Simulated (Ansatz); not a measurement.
The figure comes from a scan of LiH (rock salt): a phonon pattern at L = (0.5, 0.0, 0.0) is frozen into a 4-atom cell, Q being the largest atomic displacement. The numbers are results of PBE (plane waves to 420 eV, PAW, scalar-relativistic; Ansatz, a first-principles code), not measurements. k mesh 7×14×14 (Γ-centred), Fermi-Dirac smearing 0.05 eV. E stands for the smeared free energy. LiH was relaxed with its symmetry unable to fall. ΔE is measured from the undisplaced structure.

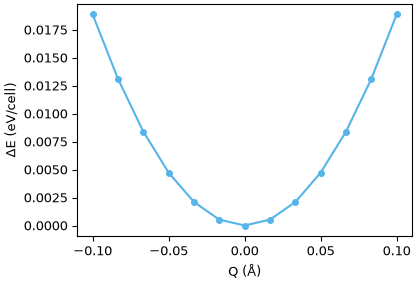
*ΔE (eV/cell) against Q (Å); computed points joined by lines.*

Q: Turn the plot into a table (rounded to what can be read).

A: To the nearest 0.0005:

```csv
Q (Å),ΔE (eV/cell)
-0.100,0.0190
-0.083,0.0130
-0.067,0.0085
-0.050,0.0045
-0.033,0.0020
-0.017,0.0005
0.000,0.0000
0.017,0.0005
0.033,0.0020
0.050,0.0045
0.067,0.0085
0.083,0.0130
0.100,0.0190
```

(A displaced cell: forces are minus the slopes of the energy, force constants its curvatures, and phonons follow from these.)
